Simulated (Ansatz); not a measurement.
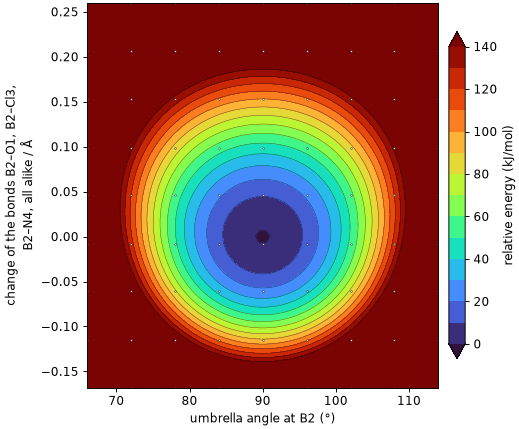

BClGeH₅NO, SMILES OB(Cl)[NH][GeH3]. Coordinates scanned: (1) umbrella angle at B2 (between each of its bonds and their common axis; 90 is planar); (2) change of the bonds B2–O1, B2–Cl3, B2–N4, all alike. Nothing is relaxed (all other coordinates rigid). The scan uses a 9 × 9 grid. Points are written as (first, second). Energies are in kJ/mol, from the lowest grid point. The calculation used RKS PBE-D4/def2-SVP in Ansatz.

Drawn: filled contours, dots at the grid points, one colour for all values above the top of the scale. Between grid points the surface is interpolated.

**Estimate the position of the minimum and the force constants in these coordinates.**

The interpolated minimum is at the first coordinate ≈ 90.0°, the second coordinate ≈ 0.000 Å. The curvatures there are about 23 eV/rad² and 116 eV/Å², with a cross term of about 0 eV/(rad·Å). Round the minimum the two coordinates are nearly uncoupled. (1 eV is 96.5 kJ/mol.)
